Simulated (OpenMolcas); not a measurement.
**Re³⁺ among point charges: CASSCF and CASPT2 levels and susceptibility**

How does a field of 3 point charges split the states of Re³⁺, and what χT follows?

Program: OpenMolcas 26.06. Level of theory: state-averaged CASSCF and CASPT2, spin-orbit coupling by RASSI with atomic mean-field integrals. These are calculated values, not measurements, unless marked.

## Step 1: Starting point

| Property | Result |
| --- | --- |
| Species | Re³⁺ (rhenium, Z = 75, 72 electrons) |
| Basis | ANO-RCC-VDZP [7s6p4d2f1g], 68 functions |
| Scalar Hamiltonian | DKH2, point nucleus |
| Inactive shells | 1s 2s 2p 3s 3p 3d 4s 4p 4d 4f 5s 5p |
| Active space | 4 electrons in 5 orbitals (5d) |
| Some configurations of this space | 5d4 |
| Orbitals | optimised for each spin and parity, averaged over all roots |

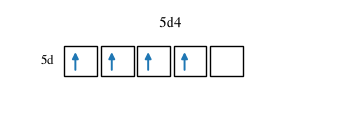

Outer shells as boxes.

The ion sits among 3 point charges of -1 e arranged as a planar triangle (D3h), 2.04 Å from the ion.

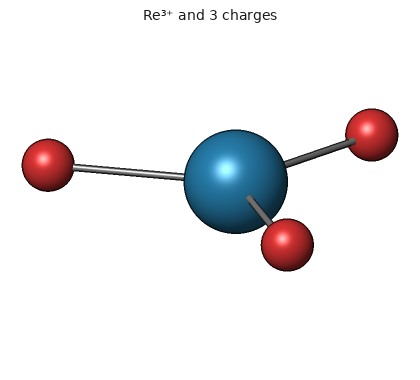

The ion and the point charges (red).

Each step is its own input file, run in one work folder so that later steps find the files of earlier ones. Labels, J, g values, rates, χT and fits are worked out afterwards by a script from the matrices that RASSI stores.

## Step 2: One- and two-electron integrals

The input, a.inp:

```
&GATEWAY
Coord
1

Re 0.0 0.0 0.0
Basis=ANO-RCC-VDZP
Group=NoSym
NoMove
AngMom=0.0 0.0 0.0
AMFI
XField
3 Angstrom 0
2.040000 0.000000 0.000000 -1.000000
-1.020000 1.766692 0.000000 -1.000000
-1.020000 -1.766692 0.000000 -1.000000
&SEWARD
```

Run with:

```sh
$ OMP_NUM_THREADS=1 MOLCAS_MEM=1689 MOLCAS_PROJECT=a pymolcas a.inp > a.log
```

## Step 3: Reference wave functions, quintets, 5 roots

The input, a.inp:

```
&RASSCF
FileOrb=start.orb
Symmetry=1
Spin=5
nActEl=4 0 0
Inactive=34
Ras2=5
CIRoot=5 5 1
SDav=5
CIMx=300
Iter=120 100
PrWF=0.3
OrbListing=Nothing
MaxOrb=0
>>> COPY $Project.JobIph JOB001
```

start.orb holds the contracted functions of the basis, ordered by shell, or the orbitals of the step before.

## Step 4: Reference wave functions, triplets, 45 roots

The input, a.inp:

```
&RASSCF
FileOrb=start.orb
Symmetry=1
Spin=3
nActEl=4 0 0
Inactive=34
Ras2=5
CIRoot=45 45 1
SDav=45
CIMx=300
Iter=120 100
PrWF=0.3
OrbListing=Nothing
MaxOrb=0
>>> COPY $Project.JobIph JOB002
```

## Step 5: Reference wave functions, singlets, 50 roots

The input, a.inp:

```
&RASSCF
FileOrb=start.orb
Symmetry=1
Spin=1
nActEl=4 0 0
Inactive=34
Ras2=5
CIRoot=50 50 1
SDav=50
CIMx=300
Iter=120 100
PrWF=0.3
OrbListing=Nothing
MaxOrb=0
>>> COPY $Project.JobIph JOB003
```

## Step 6: State interaction with spin-orbit coupling

The input, a.inp:

```
&RASSI
NrOfJobIphs=3 5 45 50
1 2 3 4 5
1 2 3 4 5 6 7 8 9 10 11 12 13 14 15 16 17 18 19 20 21 22 23 24 25 26 27
28 29 30 31 32 33 34 35 36 37 38 39 40 41 42 43 44 45
1 2 3 4 5 6 7 8 9 10 11 12 13 14 15 16 17 18 19 20 21 22 23 24 25 26 27
28 29 30 31 32 33 34 35 36 37 38 39 40 41 42 43 44 45 46 47 48 49 50
IphNames
JOB001
JOB002
JOB003
EJob
SpinOrbit
DIPRint=1.0
SOCoupling=1000.0
Subsets=2
Property=9
'ANGMOM' 1 'ANGMOM' 2 'ANGMOM' 3 'MLTPL  1' 1 'MLTPL  1' 2 'MLTPL  1' 3
'AMFI' 1 'AMFI' 2 'AMFI' 3
SOProperty=3
'ANGMOM' 1 'ANGMOM' 2 'ANGMOM' 3
```

## Step 7: CASPT2: IPEA 0.25, imaginary shift 0.1 (closed shells correlated: 4f 5s 5p)

The input, a.inp:

```
>>> COPY JOB001 $Project.JobIph
&CASPT2
Multistate=5 1 2 3 4 5
NoMult
Frozen=23
IPEA=0.25
Imaginary=0.1
MaxIter=60
WThr=0.0 0.3 0.05
PrWF=0.5
NoMix
>>> COPY JOB002 $Project.JobIph
&CASPT2
Multistate=45 1 2 3 4 5 6 7 8 9 10 11 12 13 14 15 16 17 18 19 20 21 22
23 24 25 26 27 28 29 30 31 32 33 34 35 36 37 38 39 40 41 42 43 44 45
NoMult
Frozen=23
IPEA=0.25
Imaginary=0.1
MaxIter=60
WThr=0.0 0.3 0.05
PrWF=0.5
NoMix
>>> COPY JOB003 $Project.JobIph
&CASPT2
Multistate=50 1 2 3 4 5 6 7 8 9 10 11 12 13 14 15 16 17 18 19 20 21 22
23 24 25 26 27 28 29 30 31 32 33 34 35 36 37 38 39 40 41 42 43 44 45 46
47 48 49 50
NoMult
Frozen=23
IPEA=0.25
Imaginary=0.1
MaxIter=60
WThr=0.0 0.3 0.05
PrWF=0.5
NoMix
```

(Steps that only read results are left out.)

Before running it: what results should come out? Wanted: spin-free ground state; first state of the same spin within the active space; lowest level; next level.

As calculated:

| quantity | value |
| --- | --- |
| method | SS-CASPT2, IPEA 0.25, imaginary shift 0.1 (closed shells correlated: 4f 5s 5p) |
| spin-free ground state | 5E, 2-fold in its orbital part |
| first state of the same spin within the active space | 5E at 8760 cm⁻¹ |
| lowest level | 1-fold A1 |
| next level | 1156.0 cm⁻¹ |
| χT at 300 K | 0.22 cm³ K/mol |
| effective moment at 300 K | 1.32 μB |

Cost by method:

```csv
method,time of its own steps,time with the reference
A. CASSCF,38 s,38 s
"B. SS-CASPT2, IPEA 0.25, imaginary shift 0.1, +4f 5s 5p",39 s,76 s
```

Times are of one thread on a shared host.

The spin-free ground state (5E) comes to 100 % from free-ion D terms and keeps the highest spin of the shell. χT at 300 K is 0.22, against 3.01 cm³ K/mol for the spin alone, so spin-orbit coupling lowers it. An active space of the d shell alone favours high spin; real ions in strong fields can be low spin. CASPT2 does not keep the components of a term degenerate, and the means are used. The field of point charges can differ much from that of real complexes. With metal d orbitals alone active, the gaps between spin states are rough; where two lie within a few thousand cm-1, their order is open. This is an electrostatic model: the charges have no orbitals.
